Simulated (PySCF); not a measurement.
# One shape, several levels: triplet CHFO

Wanted: a comparison of 6 runs (UHF/3-21G, U-wB97X/def2-TZVPP, UBHLYP/def2-TZVPP, UCAM-B3LYP/def2-TZVPP, UM06-L/def2-TZVPP, USCS-MP2/def2-TZVPP) of triplet CHFO. The job is set up through a Python script.

The calculation is run with PySCF 2.14.0.

1 further run of the same task is left out (set aside as unsound or not needed).

## Step 1: Starting point

The species is CHFO (4 atoms), meant as a triplet with charge 0. SMILES of the parent species: `O=CF`. The shape is that of a PBE0-D4/def2-TZVP optimisation. That shape belongs to the parent species and isn't relaxed for this state.

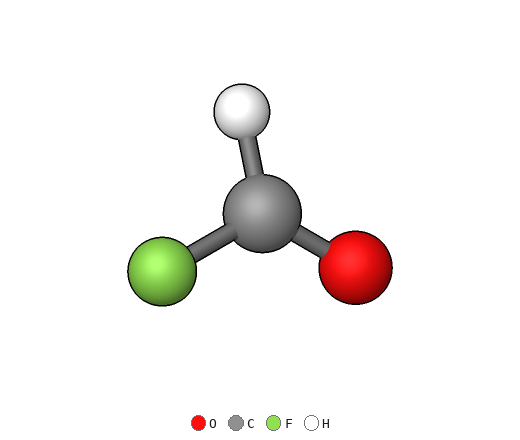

The structure, seen from a chosen angle (oxygen red, carbon grey, fluorine green, hydrogen white).

## Step 2: The energy at UHF/3-21G (run 1)

job.py reads:

```python
from pyscf import gto

mol = gto.M(
    atom=[
    ('O', (-0.889340, 0.201180, 0.827740)),
    ('C', (-0.046400, 0.067520, 0.021620)),
    ('F', (0.585200, -1.091810, -0.181820)),
    ('H', (0.350540, 0.823120, -0.667550)),
],
    charge=0,
    verbose=3,
    basis='3-21g',
    max_memory=1860,
    spin=2,
)

myscf = mol.UHF()
myscf.conv_tol = 1e-10
myscf.kernel()
if not myscf.converged:
    myscf = myscf.newton().run(myscf.mo_coeff, myscf.mo_occ)

energy = myscf.e_tot
print(f'total energy: {energy:.8f} hartree')
```

Command:

```
$ OMP_NUM_THREADS=1 python job.py
```

The program printed:

```text
WARN: HOMO 0.0639014213194922 >= LUMO -0.409091792739845

converged SCF energy = -211.41384070455  <S^2> = 2.0103418  2S+1 = 3.0068866
total energy: -211.41384070 hartree
```

Wall time 0.72 s (1 thread of Arm Neoverse V2, shared host); peak memory 0.12 GiB.

## Step 3: A single-point energy at U-wB97X/def2-TZVPP (run 2)

job.py reads:

```python
from pyscf import gto, dft

mol = gto.M(
    atom='O -0.889340 0.201180 0.827740; C -0.046400 0.067520 0.021620; F 0.585200 -1.091810 -0.181820; H 0.350540 0.823120 -0.667550',
    basis='def2-tzvpp',
    charge=0,
    max_memory=1860,
    spin=2,
    verbose=4,
)

myscf = dft.UKS(mol, xc='wb97x')
myscf.conv_tol = 1e-10
myscf.grids.level = 5
myscf.kernel()
if not myscf.converged:
    myscf = myscf.newton().run(myscf.mo_coeff, myscf.mo_occ)

etot = myscf.e_tot
print('E(%s) = %.9f' % ('WB97X', etot))
```

Command:

```
$ OMP_NUM_THREADS=1 python job.py
```

The program printed:

```text
PySCF version 2.14.0

[... 52 lines left out ...]
WARN: HOMO -0.0246352831307561 >= LUMO -0.412679321570057
[... 62 lines left out ...]
converged SCF energy = -213.612168325824  <S^2> = 2.006919  2S+1 = 3.0046091
E(WB97X) = -213.612168326
```

It took 40 s on 1 thread of Arm Neoverse V2, shared host; peak memory 0.55 GiB.

Run 3 isn't shown in full; the table further down has it.

## Step 4: A single-point energy at UCAM-B3LYP/def2-TZVPP (run 4)

job.py reads:

```python
from pyscf import gto, dft

mol = gto.Mole()
mol.atom = '''
O     -1.680609     0.380175     1.564202
C     -0.087683     0.127594     0.040856
F      1.105868    -2.063222    -0.343590
H      0.662425     1.555471    -1.261487
'''
mol.spin = 2
mol.unit = 'bohr'
mol.basis = 'def2-tzvpp'
mol.verbose = 3
mol.max_memory = 1860
mol.build()

mf = dft.UKS(mol, xc='cam-b3lyp')
mf.conv_tol = 1e-10
mf.grids.level = 5
mf.kernel()
if not mf.converged:
    mf = mf.newton().run(mf.mo_coeff, mf.mo_occ)

e_tot = mf.e_tot
print(f'total energy: {e_tot:.8f} hartree')
```

Command:

```
$ OMP_NUM_THREADS=1 python job.py
```

The program printed:

```text
WARN: HOMO -0.0475107075587751 >= LUMO -0.407585002801095

WARN: HOMO -0.206480112326787 >= LUMO -0.2117751831371

converged SCF energy = -213.602973652169  <S^2> = 2.0063634  2S+1 = 3.0042393
total energy: -213.60297365 hartree
```

It took 41 s on 1 thread of Arm Neoverse V2, shared host; peak memory 0.55 GiB.

Run 5 isn't shown in full; the table further down has it.

## Step 5: The energy at USCS-MP2/def2-TZVPP (run 6)

input.py reads:

```python
from pyscf import gto, scf, mp

mol = gto.Mole()
mol.atom = '''
O     -0.889340     0.201180     0.827740
C     -0.046400     0.067520     0.021620
F      0.585200    -1.091810    -0.181820
H      0.350540     0.823120    -0.667550
'''
mol.basis = 'def2-tzvpp'
mol.max_memory = 1860
mol.verbose = 4
mol.spin = 2
mol.build()

calc0 = scf.UHF(mol)
calc0.conv_tol = 1e-10
calc0.kernel()
if not calc0.converged:
    calc0 = calc0.newton().run(calc0.mo_coeff, calc0.mo_occ)

pt = mp.MP2(calc0, frozen=3).run()
e_final = calc0.e_tot + 1.2 * pt.e_corr_os + pt.e_corr_ss / 3
print('E = %.10f Eh' % e_final)
```

Command:

```
$ OMP_NUM_THREADS=1 python input.py
```

The program printed:

```text
PySCF version 2.14.0

[... 39 lines left out ...]
WARN: HOMO 0.0402112107708454 >= LUMO -0.419996408007044
[... 70 lines left out ...]
converged SCF energy = -212.681861575821  <S^2> = 2.0186654  2S+1 = 3.0124179
[... 1 line left out ...]
******** <class 'pyscf.mp.ump2.UMP2'> ********
nocc = (np.int64(10), np.int64(8)), nmo = (104, 104)
frozen orbitals 3
E(UMP2) = -213.25224176586  E_corr = -0.5703801900392
E(SCS-UMP2) = -213.238900829072  E_corr = -0.557039253251447
E_corr(same-spin) = -0.147019586302607
E_corr(oppo-spin) = -0.423360603736593
E = -213.2389008291 Eh
```

Wall time 5.4 s (1 thread of Arm Neoverse V2, shared host); peak memory 0.29 GiB.

## Step 6: All runs side by side

```tsv
run	level	integration grid	frozen core orbitals	energy (Eh)	dipole moment (D) of the reference	HOMO energy (eV)	LUMO energy (eV)	wall time
1	UHF/3-21G	–	–	-211.413841	1.57	-8.05	0.79	0.72 s
2	U-wB97X/def2-TZVPP	5	–	-213.612168	1.18	-6.49	-3.82	40 s
3	UBHLYP/def2-TZVPP	5	–	-213.576242	1.23	-5.58	-4.47	28 s
4	UCAM-B3LYP/def2-TZVPP	5	–	-213.602974	1.21	-5.58	-5.04	41 s
5	UM06-L/def2-TZVPP	5	–	-213.630523	1.09	-2.49	–	59 s
6	USCS-MP2/def2-TZVPP	–	3	-213.238901	1.32	-8.14	0.20	5.4 s
```

## Step 7: Summary of results

```
                                                         quantity          value
                                              run 6: total energy  -213.23890 Eh
                      run 6: dipole moment (Hartree–Fock density)         1.32 D
run 6: HOMO energy (Hartree–Fock orbitals) (highest over α and β)       -8.14 eV
 run 6: LUMO energy (Hartree–Fock orbitals) (lowest over α and β)        0.20 eV
               run 6: correlation energy (3 core orbitals frozen)     -557.0 mEh
                         run 6: ⟨S²⟩ of the reference determinant          2.019
```

Over runs 1, 2, 3, 4, 5 the dipole moment (its size) runs from 1.09 D (UM06-L/def2-TZVPP) to 1.57 D (UHF/3-21G). The two ends differ in method and basis. Totals of different functionals can't be ranked against each other. All runs together took 2.9 min, the longest 59 s.
